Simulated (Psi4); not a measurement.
# HO2 (hydroperoxy) at 3 levels

Aim: a comparison of 3 runs (UB3LYP/def2-TZVP, EOM-CCSD/6-31G*) of HO2 (hydroperoxy). 

The results are computed with Psi4 1.11.

3 further runs of the same task are left out: 1 that didn't finish, 2 set aside as unsound or not needed.

### 1 The structure to begin with

HO2: 3 atoms, total charge 0, spin state doublet. As SMILES, `[O]O`. Geometry: relaxed at GFN2-xTB.

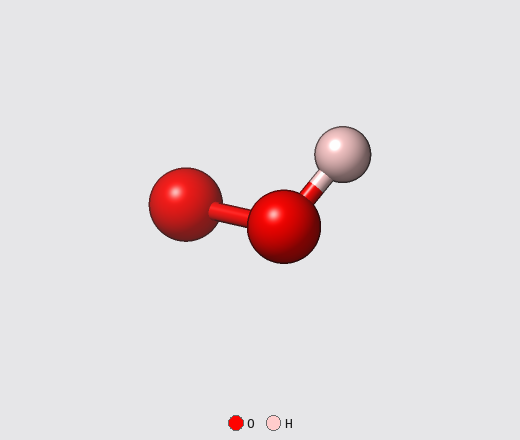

Viewed from a chosen angle; oxygen red, hydrogen pink.

### 2 The energy at UB3LYP/def2-TZVP (run 1)

Input file input.inp:

```
memory 1.6 GB

molecule {
  0 2
  O     -0.366460     0.947510    -0.094170
  O     -0.239810    -0.346560    -0.168450
  H      0.606270    -0.600950     0.262620
  symmetry c1
}

set basis def2-TZVP
set reference uks
set puream true
set e_convergence 1e-09
set d_convergence 1e-08
set scf_type pk
set dft_radial_points 99
set dft_spherical_points 590
set maxiter 200

E, wfn = energy('b3lyp', return_wfn=True)
oeprop(wfn, 'DIPOLE', 'MAYER_INDICES', 'MULLIKEN_CHARGES')
```

Started as:

```sh
psi4 input.inp input.out -n 1
```

input.out:

```text
[...]
  Running in c1 symmetry.
[...]
  Nuclear repulsion =   32.582963967760712
[...]
  Multiplicity = 2
[...]
  Nalpha       = 9
  Nbeta        = 8
[...]
    Number of basis functions: 68
[...]
   @UKS iter   1:  -150.91697954320696   -3.31456e-01   5.77811e-03 ADIIS/DIIS
[...]
   @UKS iter  12:  -150.97522135294398   -1.96110e-12   5.73359e-09 DIIS
[...]
   @S^2 Observed:                7.537550273E-01
[...]
    Orbital Energies [Eh]
    ---------------------
    Alpha Occupied:
       1A    -19.260177     2A    -19.214877     3A     -1.219644
       4A     -0.878956     5A     -0.577226     6A     -0.511489
       7A     -0.493320     8A     -0.308400     9A     -0.303075
    Alpha Virtual:
      10A      0.000792    11A      0.107178    12A      0.343356
      13A      0.370716    14A      0.376061    15A      0.387439
      16A      0.438706    17A      0.472107    18A      0.480686
      19A      0.554940    20A      0.722876    21A      1.125206
      22A      1.143669    23A      1.255593    24A      1.405822
      25A      1.474751    26A      1.568380    27A      1.750938
[...]
  @UKS Final Energy:  -150.97522135294398
   => Energetics <=
    Nuclear Repulsion Energy =             32.5829639677607119
    One-Electron Energy =                -271.9827692548308278
    Two-Electron Energy =                 102.5347860616663809
    DFT Exchange-Correlation Energy =     -14.1102021275402603
    Empirical Dispersion Energy =           0.0000000000000000
    VV10 Nonlocal Energy =                  0.0000000000000000
    Total Energy =                       -150.9752213529439757
[...]
 Multipole Moments:
 ------------------------------------------------------------------------------------
     Multipole            Electronic (a.u.)      Nuclear  (a.u.)        Total (a.u.)
 ------------------------------------------------------------------------------------
 L = 1.  Multiply by 2.5417464519 to convert [e a0] to [Debye]
 Dipole X            :         -0.1731361            0.8968994            0.7237633
 Dipole Y            :          0.2567161           -0.8228382           -0.5661221
 Dipole Z            :          0.0000000            0.0000000            0.0000000
 Magnitude           :                                                    0.9188730
[...]
  Mulliken Charges: (a.u.)
   Center  Symbol    Alpha    Beta     Spin     Total
       1     O     4.45200  3.71939  0.73261 -0.17139
       2     O     4.21677  3.93960  0.27718 -0.15637
       3     H     0.33123  0.34102 -0.00979  0.32776
   Total alpha =  9.00000, Total beta =  8.00000, Total charge = -0.00000
  Mayer Bond Indices:
  Total Bond Index:
  Irrep: 1 Size: 3 x 3
[...]
```

Run time: 14 s. Hardware: 1 thread of Intel Xeon Platinum 8259CL at 2.50GHz (Skylake/Cascade Lake), shared host; peak memory 0.56 GiB.

### 3 The vertical excitations at EOM-CCSD/6-31G(d) (Cartesian functions) (run 2)

Input file calc.in:

```
memory 1.6 GB

molecule {
  0 2
  O     -0.366460     0.947510    -0.094170
  O     -0.239810    -0.346560    -0.168450
  H      0.606270    -0.600950     0.262620
  units angstrom
  symmetry c1
  no_reorient
  no_com
}

set globals {
  reference       uhf
  scf_type        pk
  freeze_core     true
  roots_per_irrep [2]
}

energy_value, wavefunction = energy("eom-ccsd/6-31G*", return_wfn=True)
```

Started as:

```sh
psi4 calc.in calc.out -n 1
```

calc.out:

```text
[...]
  Running in c1 symmetry.
[...]
  Nuclear repulsion =   32.582963967760712
[...]
  Multiplicity = 2
[...]
  Nalpha       = 9
  Nbeta        = 8
[...]
    Number of basis functions: 32
[...]
   @UHF iter   1:  -150.10359517336499   -6.93903e-01   9.55063e-03 DIIS/ADIIS
[...]
   @UHF iter  16:  -150.16938218463483   -1.08002e-12   6.59082e-09 DIIS
[...]
   @S^2 Observed:                7.594404449E-01
[...]
    Orbital Energies [Eh]
    ---------------------
    Alpha Occupied:
       1A    -20.691062     2A    -20.679163     3A     -1.587092
       4A     -1.195616     5A     -0.772443     6A     -0.755307
       7A     -0.676490     8A     -0.513944     9A     -0.509470
    Alpha Virtual:
      10A      0.199522    11A      0.377624    12A      0.953357
      13A      1.006010    14A      1.044048    15A      1.059255
      16A      1.150866    17A      1.168964    18A      1.204668
      19A      1.341939    20A      1.542296    21A      1.742076
      22A      1.787657    23A      1.842383    24A      2.019291
      25A      2.168250    26A      2.548869    27A      2.744828
[...]
  @UHF Final Energy:  -150.16938218463483
   => Energetics <=
    Nuclear Repulsion Energy =             32.5829639677607119
    One-Electron Energy =                -271.7346808339092377
    Two-Electron Energy =                  88.9823346815137057
    Total Energy =                       -150.1693821846347987
  UHF NO Occupations:
  HONO-2 :    7  A 1.9981785
  HONO-1 :    8  A 1.9979601
[...]
 Multipole Moments:
 ------------------------------------------------------------------------------------
     Multipole            Electronic (a.u.)      Nuclear  (a.u.)        Total (a.u.)
 ------------------------------------------------------------------------------------
 L = 1.  Multiply by 2.5417464519 to convert [e a0] to [Debye]
 Dipole X            :          8.7074692           -8.0197898            0.6876794
 Dipole Y            :         -8.3143428            7.9494164           -0.3649264
 Dipole Z            :          3.8068460           -3.4739591            0.3328868
 Magnitude           :                                                    0.8466923
[...]
      * MP2 total energy                      = -150.496824745598389
[...]
      * CCSD total energy                     = -150.516082543309835
[...]
                     Excitation Energy              Total Energy
[...]
```

Run time: 9.9 s. Hardware: 1 thread of Intel Xeon Platinum 8259CL at 2.50GHz (Skylake/Cascade Lake), shared host; peak memory 0.2 GiB.

The roots found:

```tsv
excited state	energy (eV)
1	1.103
2	7.107
```

### 4 The excited states at EOM-CCSD/6-31G(d) (DKH2, Cartesian functions) (run 3)

Input file ho2.dat:

```
memory 1600 MB

molecule {
  0 2
  O     -0.366460     0.947510    -0.094170
  O     -0.239810    -0.346560    -0.168450
  H      0.606270    -0.600950     0.262620
  symmetry c1
  no_reorient
  no_com
}

set basis 6-31G*
set reference uhf
set scf_type pk
set freeze_core true
set roots_per_irrep [2]
set relativistic dkh
set dkh_order 2

energy("eom-ccsd")
```

Started as:

```sh
psi4 ho2.dat ho2.out -n 1
```

ho2.out:

```text
[...]
  Running in c1 symmetry.
[...]
  Nuclear repulsion =   32.582963967760712
[...]
  Multiplicity = 2
[...]
  Nalpha       = 9
  Nbeta        = 8
[...]
    Number of basis functions: 32
[...]
   @UHF iter   1:  -150.19998993602388   -6.95730e-01   9.55073e-03 DIIS/ADIIS
[...]
   @UHF iter  16:  -150.26583142620001   -1.19371e-12   6.76779e-09 DIIS
[...]
   @S^2 Observed:                7.594478233E-01
[...]
    Orbital Energies [Eh]
    ---------------------
    Alpha Occupied:
       1A    -20.708684     2A    -20.696521     3A     -1.588541
       4A     -1.197419     5A     -0.772356     6A     -0.755202
       7A     -0.676353     8A     -0.513923     9A     -0.509498
    Alpha Virtual:
      10A      0.199265    11A      0.377176    12A      0.952930
      13A      1.005834    14A      1.043685    15A      1.058773
      16A      1.150437    17A      1.168497    18A      1.204227
      19A      1.341433    20A      1.541204    21A      1.742253
      22A      1.787787    23A      1.842527    24A      2.019271
      25A      2.168314    26A      2.548567    27A      2.744612
[...]
  @UHF Final Energy:  -150.26583142620001
   => Energetics <=
    Nuclear Repulsion Energy =             32.5829639677607119
    One-Electron Energy =                -271.8519215195238417
    Two-Electron Energy =                  89.0031261255631279
    Total Energy =                       -150.2658314262000090
  UHF NO Occupations:
  HONO-2 :    7  A 1.9981806
  HONO-1 :    8  A 1.9979598
[...]
 Multipole Moments:
 ------------------------------------------------------------------------------------
     Multipole            Electronic (a.u.)      Nuclear  (a.u.)        Total (a.u.)
 ------------------------------------------------------------------------------------
 L = 1.  Multiply by 2.5417464519 to convert [e a0] to [Debye]
 Dipole X            :          8.7067924           -8.0197898            0.6870026
 Dipole Y            :         -8.3134485            7.9494164           -0.3640321
 Dipole Z            :          3.8065775           -3.4739591            0.3326184
 Magnitude           :                                                    0.8456517
[...]
      * MP2 total energy                      = -150.593440504508379
[...]
      * CCSD total energy                     = -150.612689785301143
[...]
                     Excitation Energy              Total Energy
[...]
```

It took 11 s on 1 thread of Intel Xeon Platinum 8259CL at 2.50GHz (Skylake/Cascade Lake), shared host; peak memory 0.2 GiB.

The roots found:

```tsv
excited state	energy (eV)
1	1.104
2	7.109
```

### 5 The series

```tsv
run	level	task	Cartesian functions	energy (Eh)	HOMO energy (eV)	LUMO energy (eV)	⟨S²⟩	wall time
1	UB3LYP/def2-TZVP	energy	no	-150.975221	-7.75	-3.39	0.754	14 s
2	EOM-CCSD/6-31G* (Cartesian functions)	excited	yes	-150.516083	-12.90	3.85	0.759	9.9 s
3	EOM-CCSD/6-31G* (DKH2, Cartesian functions)	excited	yes	-150.612690	-12.90	3.85	0.759	11 s
```

### 6 What came out

| quantity | value |
| --- | --- |
| run 3: ground-state or mean-field energy | -150.61269 Eh |
| run 3: HOMO energy (Hartree–Fock orbitals) (highest over α and β) | -12.90 eV |
| run 3: LUMO energy (Hartree–Fock orbitals) (lowest over α and β) | 3.85 eV |
| run 3: ⟨S²⟩ of the reference determinant | 0.759 |
| run 3: T1 diagnostic | 0.045 |
| run 3: lowest excitation energy | 1.10 eV |

All runs together took 34 s, the longest 14 s.
